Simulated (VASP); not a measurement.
Here is the system:

```
CELL_PARAMETERS angstrom
      2.93650     0.00000     0.00000
      0.00000     2.93650     0.00000
      0.00000     0.00000     2.93650
ATOMIC_POSITIONS crystal
  Al 0.50000 0.50000 0.50000
  Ni 0.00000 0.00000 0.00000
```

Level of theory: vdW-DF2, VASP's PBE PAW potentials (set 64) (plane waves; VASP). Settings: 520 eV cut-off, 14×14×14 Γ-centred mesh, tetrahedra with Blöchl corrections, potentials Al Ni.

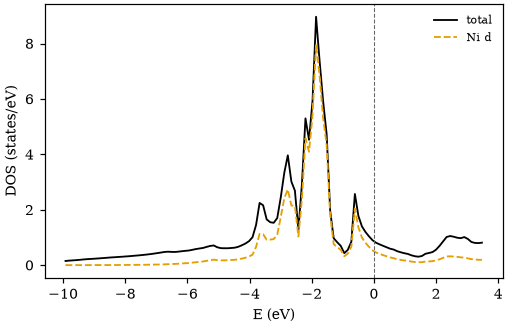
Total and projected density of states, zero at the Fermi level

Within 2 eV below the Fermi level the largest weight inside VASP's projection spheres is Ni d.

It has no gap at this level: it comes out as a metal or semimetal.

The compound is NiAl in the CsCl type structure. It was relaxed first. The run is not spin-polarised, so no magnetic state was tried. The electron count is odd and the run is not spin-polarised, which forces a metal.
